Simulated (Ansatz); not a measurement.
**(CdS)2(CdSe)1 [001] superlattice, started as zinc blende: phonons and vibrational spectra**

How does (CdS)2(CdSe)1 [001] superlattice, started as zinc blende vibrate, and is this structure a minimum?

Calculated with Ansatz 0.2.0; DFT PBEsol, scalar-relativistic, plane waves, PAW.

The structure was built from a prototype and need not be the compound's stable phase.

### Step 1. Starting point

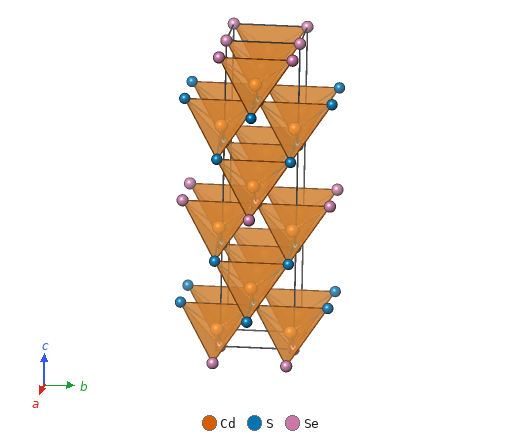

Start, viewed slightly off an axis; cadmium orange, sulfur blue, selenium pink. 2×1×1 cells are drawn. This picture shows the conventional cell, with its axes. Some periodic images of atoms are drawn too.

Coordinates:

```cif
data_structure
_symmetry_space_group_name_H-M 'P 1'
_symmetry_Int_Tables_number 1
_cell_length_a 4.1696
_cell_length_b 4.1696
_cell_length_c 9.3234
_cell_angle_alpha 102.921
_cell_angle_beta 77.079
_cell_angle_gamma 90.000
_cell_volume 153.77
loop_
_atom_site_label
_atom_site_type_symbol
_atom_site_fract_x
_atom_site_fract_y
_atom_site_fract_z
_atom_site_occupancy
Cd1 Cd 0.00000 0.00000 0.00000 1
Cd2 Cd 0.33333 0.66667 0.33333 1
Cd3 Cd 0.66667 0.33333 0.66667 1
S4 S 0.41667 0.08333 0.16667 1
S5 S 0.75000 0.75000 0.50000 1
Se6 Se 0.08333 0.41667 0.83333 1
```

### Step 2. Coarse relaxation

A rough relaxation comes first, because large forces or stress need no tight tolerances yet.

input.yaml

```yaml
crystal:
  lattice:
    - [2.94833, 2.94833, 0.0]
    - [-2.94833, 2.94833, 0.0]
    - [2.94833, 0.0, 8.845]
  atoms:
    - { symbol: Cd, position: [0.0, 0.0, 0.0] }
    - { symbol: Cd, position: [0.333333, 0.666667, 0.333333] }
    - { symbol: Cd, position: [0.666667, 0.333333, 0.666667] }
    - { symbol: S, position: [0.416667, 0.083333, 0.166667] }
    - { symbol: S, position: [0.75, 0.75, 0.5] }
    - { symbol: Se, position: [0.083333, 0.416667, 0.833333] }
kpoints:
  mp_grid: { grid: [6, 6, 6] }
hamiltonian:
  xc: pbesol
scf:
  occupations: { method: gaussian, width: 0.1 }
output:
  forces: true
  stress: true
  eigenvalues: true
relax:
  adjacent_minimum: "off"
  f_tol: 0.05
  max_steps: 80
  cell: { stress_tol: 0.5 }
```

Started as:

```bash
$ ansatz run input.yaml --threads 4 --pin off --max-ram 14336MiB --backend cpu --events-out ev --progress --plain --runs-dir out
```

Numbers of over 12 decimals in the logs are rounded to 6 here.

Output:

```text
[...]
cell:  # Å, volume = 154.9098 Å³
    - [2.958777, 2.958777, 0]
    - [-2.958777, 2.958777, 0]
    - [2.958777, 0, 8.847578]
  atoms:
    - { symbol: Cd, position: [-0.00567921, 0.00567921, 0.011358] }
    - { symbol: Cd, position: [0.333333, 0.666667, 0.333333] }
    - { symbol: Cd, position: [0.672346, 0.327654, 0.655308] }
    - { symbol: S, position: [0.413731, 0.086269, 0.172538] }
    - { symbol: S, position: [0.752936, 0.747064, 0.494129] }
    - { symbol: Se, position: [0.083333, 0.416667, 0.833333] }
[key lines of the parts left out:]
SCF converged after 4 iterations
Free energy (F): -31749.825500 eV
Fermi energy:    7.478432 eV
P = ⅓ Tr σ = -0.0546 GPa (-0.546 kbar)
```

Elapsed: 22 s, on 4 threads of Arm Neoverse V2, shared host; peak memory 0.59 GiB; 87 s of CPU time.

The steps of the relaxation:

```csv
step,energy less that of the first step (eV),largest force component (eV/Å),pressure (GPa),volume (Å³)
1,0.0000,0.6776,0.59,153.77
2,-0.0647,0.1521,-0.28,155.52
3,-0.0716,0.0052,-0.05,154.91
4*,-0.0717,0.0052,-0.05,154.91
```

Relaxation steps marked * repeat the geometry before them on a plane-wave basis chosen anew for their cell, so energy and pressure can jump there.

Forces are held to the 8 operations that the run works with; a distortion that breaks them can't arise in this run.

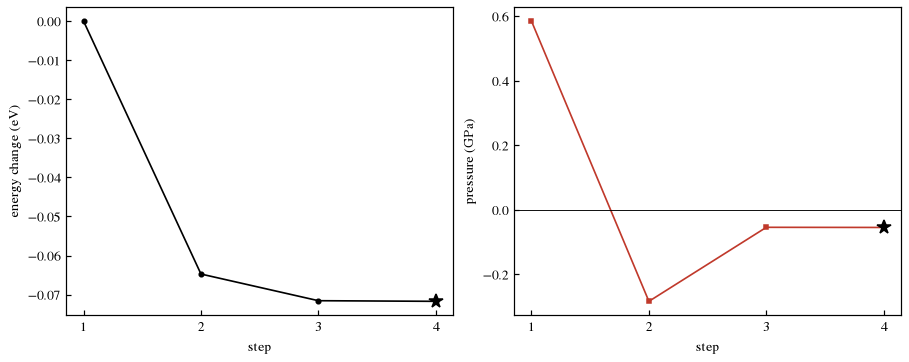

Energy and pressure along the relaxation. Stars mark steps on a basis chosen anew.

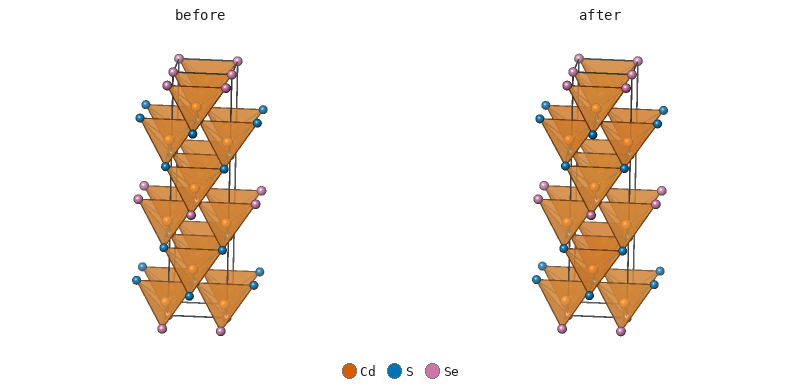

The structure before and after the relaxation, drawn at the same scale.

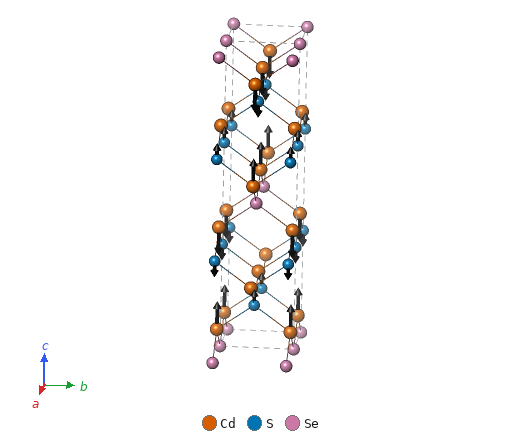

Displacements in the relaxation, exaggerated, measured against the changing cell; the longest in the cell stands for 0.10 Å. 2×1×1 conventional cells are drawn. Some periodic images of atoms are drawn too.

```csv
"conventional cell, symmetrised",before,after,change
a (Å),4.170,4.184,+0.4 %
b (Å),4.170,4.184,+0.4 %
c (Å),17.690,17.695,+0.0 %
volume (Å³/atom),25.63,25.82,+0.7 %
```

The atoms that moved most (Å, as changes of fractional coordinates times the final cell):

```csv
atom,dx,dy,dz,length
Cd3,0.000,0.000,-0.100,0.100
Cd1,0.000,0.000,0.100,0.100
S5,0.000,0.000,-0.052,0.052
S4,0.000,0.000,0.052,0.052
```

This step gave:

```
pressure           : -0.05462 GPa
volume per atom    : 25.82 Å³
gap on the k-mesh  : 0.7764 eV
direct gap on mesh : 0.7764 eV
```

In this step the volume went from 25.63 to 25.82 Å³/atom.

### Step 3. Bringing the structure to rest

Harmonic phonons are second derivatives at a point where the forces vanish, and they are wanted at zero stress, so atoms and cell are relaxed first.

input.yaml

```yaml
crystal:
  lattice:
    - [2.958777486, 2.958777486, 0.0]
    - [-2.958777486, 2.958777486, 0.0]
    - [2.958777486, 0.0, 8.8475777312]
  atoms:
    - { symbol: Cd, position: [-0.0056792059, 0.0056792059, 0.0113584118] }
    - { symbol: Cd, position: [0.3333333333, 0.6666666667, 0.3333333333] }
    - { symbol: Cd, position: [0.6723458726, 0.3276541274, 0.6553082549] }
    - { symbol: S, position: [0.4137310607, 0.0862689393, 0.1725378787] }
    - { symbol: S, position: [0.752935606, 0.747064394, 0.494128788] }
    - { symbol: Se, position: [0.0833333333, 0.4166666667, 0.8333333333] }
kpoints:
  mp_grid: { grid: [6, 6, 6] }
hamiltonian:
  xc: pbesol
scf:
  occupations: { method: gaussian, width: 0.02 }
output:
  forces: true
  stress: true
  eigenvalues: true
  write_density: true
  write_potential: true
  elf: true
  volumetric_format: npy
relax:
  adjacent_minimum: "off"
  f_tol: 0.005
  max_steps: 80
  cell: { stress_tol: 0.05 }
```

Output:

```text
[...]
Crystal: 6 atoms, lattice volume = 154.910 Å³
Basis set: ecut = 420 eV, 3001 PW (Γ), exchange–correlation on 60×60×128 points (8 copies of the dense FFT grid, shifted against one another)
Bands: 53, of which v1, the nominal top of the filled ones, is band 44 counted from 1 (43 counted from 0)
Symmetry: 8 space group operations
[...]
k-points: 30 of 216 (time reversal used)
[...]
SCF iter   1: F=—  HF=-31749.839586 eV  |F-HF|=—  |Δ(HF+E_count)|=         —  Δρ=4.93e-3  dr2=5.00e-2  ethr=1.77e-3  ⟨swp⟩=6.3  Hψ=5639  notcnv=0  defer=2
[...]
SCF iter   8: F=-31749.825500 eV  HF=-31749.825500 eV  |F-HF|=1.62e-8  |Δ(HF+E_count)|=   2.67e-7  Δρ=2.06e-6  dr2=6.34e-9  ethr=1.14e-10  ⟨swp⟩=12.8  Hψ=10734  notcnv=0
SCF 1 converged in 8 iterations: F = -31749.825500 eV  dr2 = 6.34e-9
[...]
relax step   1: F+E_penalty+E_count = -31749.82550038 eV  Δ(F+E_penalty+E_count) = +0.000e0 eV  max|allowed force component| = 5.215e-3 eV/Å  Δτ_max = 0.0000 Å  P = -0.055 GPa  Ω = 154.910 Å³  (8 SCF iters, dr2 threshold 1.00e-7 eV, accepted)
Crystal: 6 atoms, lattice volume = 154.728 Å³
[...]
SCF iter   5: F=-31749.825560 eV  HF=-31749.825560 eV  |F-HF|=4.48e-9  |Δ(HF+E_count)|=   1.87e-9  Δρ=1.69e-6  dr2=4.37e-9  ethr=1.06e-11  ⟨swp⟩=8.0  Hψ=9051  notcnv=0
SCF 2 converged in 5 iterations: F = -31749.825560 eV  dr2 = 4.37e-9
relax step   2: F+E_penalty+E_count = -31749.82555994 eV  Δ(F+E_penalty+E_count) = -5.956e-5 eV  max|allowed force component| = 4.850e-3 eV/Å  Δτ_max = 0.0017 Å  P = +0.015 GPa  Ω = 154.728 Å³  energy of the carried Pulay correction = +2.672e-5 eV  (5 SCF iters, dr2 threshold 9.33e-9 eV, accepted)
[...]
SCF iter   1: F=—  HF=-31749.825542 eV  |F-HF|=—  |Δ(HF+E_count)|=         —  Δρ=2.72e-6  dr2=5.67e-9  ethr=1.10e-7  ⟨swp⟩=3.0  Hψ=9928  notcnv=0
eigensolver tolerance schedule: the retry pair's looser diagonalisation over-reported the residual by 17055.28 of it (diagonalisation noise at 1.53 of the residual, at the tolerance the schedule requests for it); recorded, not acted on — ethr = c·dr2/N_el stays at c = 1.0e-1
SCF iter   2: F=—  HF=-31749.825535 eV  |F-HF|=—  |Δ(HF+E_count)|=   7.73e-6  Δρ=1.39e-6  dr2=2.57e-9  ethr=6.45e-12  ⟨swp⟩=3.0  Hψ=3352  notcnv=0
[...]
SCF iter   5: F=-31749.825535 eV  HF=-31749.825535 eV  |F-HF|=3.64e-12  |Δ(HF+E_count)|=  5.82e-11  Δρ=3.60e-8  dr2=2.58e-12  ethr=1.00e-12  ⟨swp⟩=5.2  Hψ=6386  notcnv=0
SCF 3 converged in 5 iterations: F = -31749.825535 eV  dr2 = 2.58e-12
relax step   3: F+E_penalty+E_count = -31749.82553459 eV  Δ(F+E_penalty+E_count) = +2.535e-5 eV  max|allowed force component| = 4.855e-3 eV/Å  Δτ_max = 0.0000 Å  P = +0.015 GPa  Ω = 154.728 Å³  stress off target by 2.42e-2 GPa  SCF on the basis re-selected at this cell (its energy is not comparable with the rows above)  (5 SCF iters)
basis re-selected at this cell: Δ(F+E_penalty+E_count) = +2.535e-5 eV, ΔP = +0.000 GPa vs the last step (what re-selecting the basis moved, of the pressure what is left beyond the Pulay correction that the steps carried, after the strain that the cell walked since its last selection, with what the two solves' SCF thresholds leave and, on support functions, any second-order correction that the steps lacked; it is no m [...]
SCF converged after 5 iterations
Free energy (F): -31749.825535 eV
[...]
Internal energy: -31749.825535 eV  (E = F + TS)
E sigma→0 (E₀):  -31749.825535 eV
Fermi energy:    7.492270 eV
[...]
--- Forces (eV/Å), atoms counted from 1 ---
  atom   1  Cd    -0.00000000     0.00000000     0.00485481
  atom   2  Cd    -0.00000000    -0.00000000     0.00000000
  atom   3  Cd    -0.00000000    -0.00000000    -0.00485481
  atom   4  S      0.00000000    -0.00000000     0.00132971
  atom   5  S      0.00000000     0.00000000    -0.00132971
  atom   6  Se     0.00000000     0.00000000     0.00000000
  max |Σ_I F_I| component: 2.34e-17 eV/Å
--- Stress (GPa, compression-positive) ---
        0.009832       0.000000       0.000000
        0.000000       0.009832      -0.000000
       -0.000000      -0.000000       0.024223
  P = ⅓ Tr σ = 0.0146 GPa (0.146 kbar)
--- Band table (eV; the first three rows and the last of 30) ---
  k-point 0: bands = [... 40 lower, 5.7148, 7.0549, 7.1024, 7.1024, 7.8818, 10.5752, 10.7232, 11.0926, ... 5 higher]
  k-point 1: bands = [... 40 lower, 5.8751, 6.6720, 7.0354, 7.0354, 8.2919, 10.4604, 10.6428, 11.1131, ... 5 higher]
  k-point 2: bands = [... 40 lower, 6.1497, 6.1497, 6.8605, 6.8605, 8.9588, 10.2033, 10.3912, 11.0981, ... 5 higher]
  k-point 29: bands = [... 40 lower, 4.9104, 5.0210, 5.1354, 5.2017, 10.4356, 10.9399, 11.2326, 11.5302, ... 5 higher]
--- Relaxed structure (2 steps of the walk, 2 accepted, 1 SCFs on fresh bases) ---
[...]
cell:  # Å, volume = 154.7281 Å³
    - [2.957160, 2.957160, 0]
    - [-2.957160, 2.957160, 0]
    - [2.957160, 0, 8.846868]
  atoms:
    - { symbol: Cd, position: [-0.00558046, 0.00558046, 0.011161] }
    - { symbol: Cd, position: [0.333333, 0.666667, 0.333333] }
    - { symbol: Cd, position: [0.672247, 0.327753, 0.655506] }
    - { symbol: S, position: [0.413817, 0.086183, 0.172366] }
    - { symbol: S, position: [0.752850, 0.747150, 0.494301] }
    - { symbol: Se, position: [0.083333, 0.416667, 0.833333] }
```

Wall time 18 s (4 threads); peak memory 0.6 GiB; 69 s of CPU time.

Little changed from the start: no atom moved by 0.005 Å and no cell edge by 0.1 %.

Numbers from this step:

* pressure: 0.01463 GPa
* gap on the k-mesh: 0.7793 eV
* volume per atom: 25.79 Å³
* direct gap on mesh: 0.7793 eV

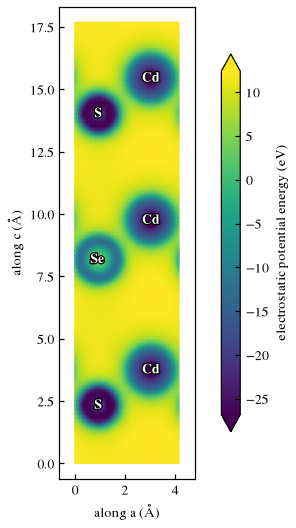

Electrostatic potential energy in the ac plane of the conventional cell at fractional y = 0.000, with atoms of Cd and S and Se within 0.2 Å of it. With pseudopotentials it is smooth inside the atoms' cores, unlike the true potential. The map starts off the cell's origin, so that atoms lie inside it.

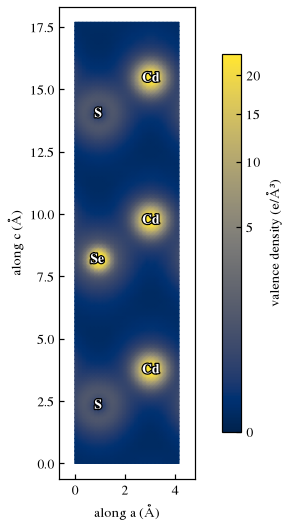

Valence density in the ac plane of the conventional cell at fractional y = 0.000, with atoms of Cd and S and Se within 0.2 Å of it. It is the smooth field of the valence electrons, not physical close to the nuclei. The map starts off the cell's origin, so that atoms lie inside it. The colour scale is stretched toward low values.

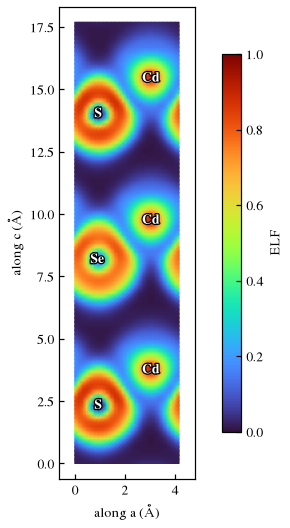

ELF in the ac plane of the conventional cell at fractional y = 0.000, with atoms of Cd and S and Se within 0.2 Å of it. It is the smooth field of the valence electrons, not physical close to the nuclei. The map starts off the cell's origin, so that atoms lie inside it.

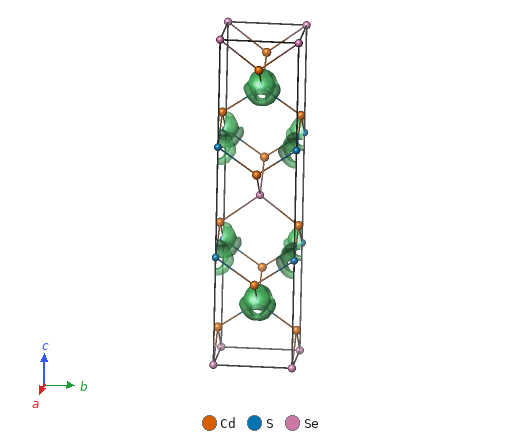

Surface of ELF = 0.82.

In this step the volume went from 25.82 to 25.79 Å³/atom.

### Step 4. Relaxing to small forces for the phonons

Phonons need a cell at rest on their own settings, so the relaxation is repeated with tight tolerances on forces and stress, using the mesh and the filling of the phonon run that follows.

input.yaml

```yaml
crystal:
  lattice:
    - [2.9571597159, 2.9571597159, 0.0]
    - [-2.9571597159, 2.9571597159, 0.0]
    - [2.9571597159, 0.0, 8.8468684322]
  atoms:
    - { symbol: Cd, position: [-0.0055804599, 0.0055804599, 0.0111609199] }
    - { symbol: Cd, position: [0.3333333333, 0.6666666667, 0.3333333333] }
    - { symbol: Cd, position: [0.6722471266, 0.3277528734, 0.6555057468] }
    - { symbol: S, position: [0.4138171506, 0.0861828494, 0.1723656987] }
    - { symbol: S, position: [0.752849516, 0.747150484, 0.4943009679] }
    - { symbol: Se, position: [0.0833333333, 0.4166666667, 0.8333333333] }
kpoints:
  mp_grid: { grid: [8, 8, 8] }
hamiltonian:
  xc: pbesol
scf:
  occupations: { method: fixed }
output:
  forces: true
  stress: true
  eigenvalues: true
  write_density: true
  write_potential: true
  elf: true
  volumetric_format: npy
relax:
  adjacent_minimum: "off"
  f_tol: 0.001
  max_steps: 60
  cell: { stress_tol: 0.01 }
```

Output:

```text
[...]
Crystal: 6 atoms, lattice volume = 154.728 Å³
Basis set: ecut = 420 eV, 3001 PW (Γ), exchange–correlation on 60×60×128 points (8 copies of the dense FFT grid, shifted against one another)
Bands: 53, of which v1, the nominal top of the filled ones, is band 44 counted from 1 (43 counted from 0)
Symmetry: 8 space group operations
[...]
k-points: 59 of 512 (time reversal used)
[...]
cell:  # Å, volume = 154.7567 Å³
    - [2.955529, 2.955529, 0]
    - [-2.955529, 2.955529, 0]
    - [2.955529, 0, 8.858268]
  atoms:
    - { symbol: Cd, position: [-0.00561736, 0.00561736, 0.011235] }
    - { symbol: Cd, position: [0.333333, 0.666667, 0.333333] }
    - { symbol: Cd, position: [0.672284, 0.327716, 0.655432] }
    - { symbol: S, position: [0.413797, 0.086203, 0.172407] }
    - { symbol: S, position: [0.752870, 0.747130, 0.494260] }
    - { symbol: Se, position: [0.083333, 0.416667, 0.833333] }
[key lines of the parts left out:]
SCF converged after 5 iterations
Free energy (F): -31749.828813 eV
Fermi energy:    7.101103 eV
P = ⅓ Tr σ = 0.0000 GPa (0.000 kbar)
```

Wall time 55 s (4 threads); peak memory 0.71 GiB; 3.6 min of CPU time.

Step by step:

```csv
step,energy less that of the first step (eV),largest force component (eV/Å),pressure (GPa),volume (Å³)
1,0.0000,0.0054,0.01,154.73
2,0.0000,0.0029,-0.01,154.77
3,0.0000,0.0010,0.00,154.76
4,0.0000,0.0000,0.00,154.76
5*,0.0000,0.0000,0.00,154.76
```

Relaxation steps marked * repeat the geometry before them on a plane-wave basis chosen anew for their cell, so energy and pressure can jump there.

The run keeps the 8 symmetry operations that it works with, so distortions that break them were not tested.

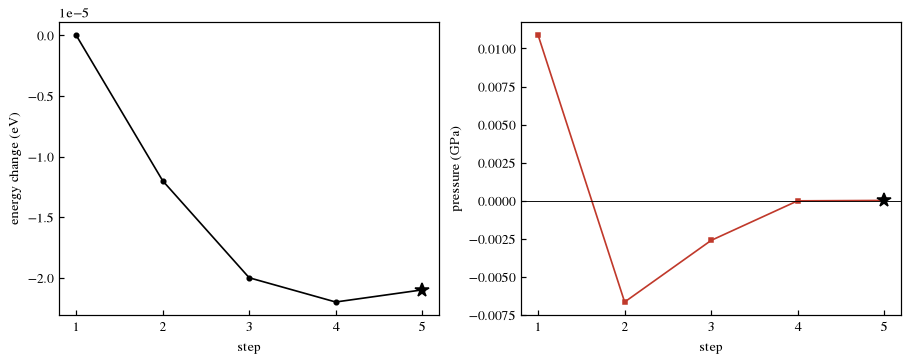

Energy and pressure along the relaxation. Stars mark steps on a basis chosen anew.

```csv
"conventional cell, symmetrised",before,after,change
a (Å),4.182,4.180,-0.1 %
b (Å),4.182,4.180,-0.1 %
c (Å),17.694,17.717,+0.1 %
volume (Å³/atom),25.79,25.79,+0.0 %
```

Final coordinates:

```cif
data_structure
_symmetry_space_group_name_H-M 'P 1'
_symmetry_Int_Tables_number 1
_cell_length_a 4.1797
_cell_length_b 4.1797
_cell_length_c 9.3383
_cell_angle_alpha 102.932
_cell_angle_beta 77.068
_cell_angle_gamma 90.000
_cell_volume 154.76
loop_
_atom_site_label
_atom_site_type_symbol
_atom_site_fract_x
_atom_site_fract_y
_atom_site_fract_z
_atom_site_occupancy
Cd1 Cd 0.99438 0.00562 0.01123 1
Cd2 Cd 0.33333 0.66667 0.33333 1
Cd3 Cd 0.67228 0.32772 0.65543 1
S4 S 0.41380 0.08620 0.17241 1
S5 S 0.75287 0.74713 0.49426 1
Se6 Se 0.08333 0.41667 0.83333 1
```

This step gave:

```
pressure           : 1.86e-5 GPa
gap on the k-mesh  : 0.7770 eV
direct gap on mesh : 0.7770 eV
```

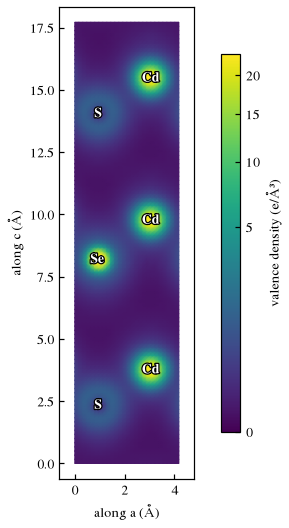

Valence density in the ac plane of the conventional cell at fractional y = 0.000, with atoms of Cd and S and Se within 0.2 Å of it. It is the smooth field of the valence electrons, not physical close to the nuclei. The map starts off the cell's origin, so that atoms lie inside it. The colour scale is stretched toward low values.

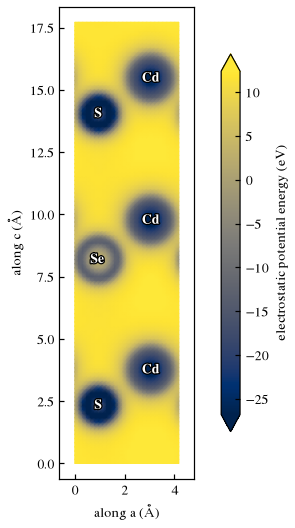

Electrostatic potential energy in the ac plane of the conventional cell at fractional y = 0.000, with atoms of Cd and S and Se within 0.2 Å of it. With pseudopotentials it is smooth inside the atoms' cores, unlike the true potential. The map starts off the cell's origin, so that atoms lie inside it.

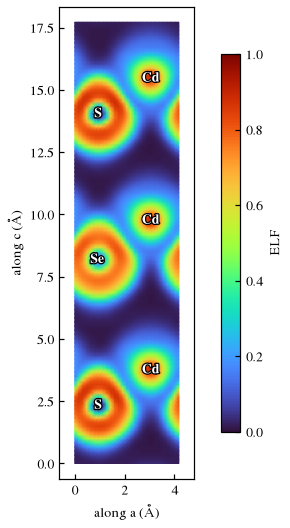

ELF in the ac plane of the conventional cell at fractional y = 0.000, with atoms of Cd and S and Se within 0.2 Å of it. It is the smooth field of the valence electrons, not physical close to the nuclei. The map starts off the cell's origin, so that atoms lie inside it.

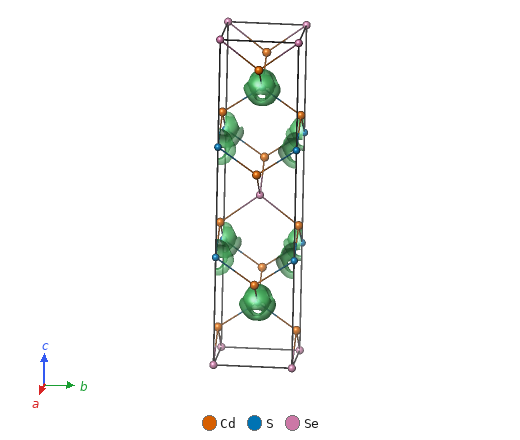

Surface of ELF = 0.82.

The largest force component left is 0.019 meV/Å and the pressure is 0.000 GPa, within the tolerances set. The cell now holds 25.79 Å³/atom.

[end of part 1 of 2]

[Logs are printed without paths, hosts, clocks, repeated set-up lines and the standing remarks that a program may print on its own settings, such as how far it seeks lower states.]

[Hosts, paths, dates, database ids (printed as entryN), source tags and the programs' standing remarks are cut or masked in the printed files.]
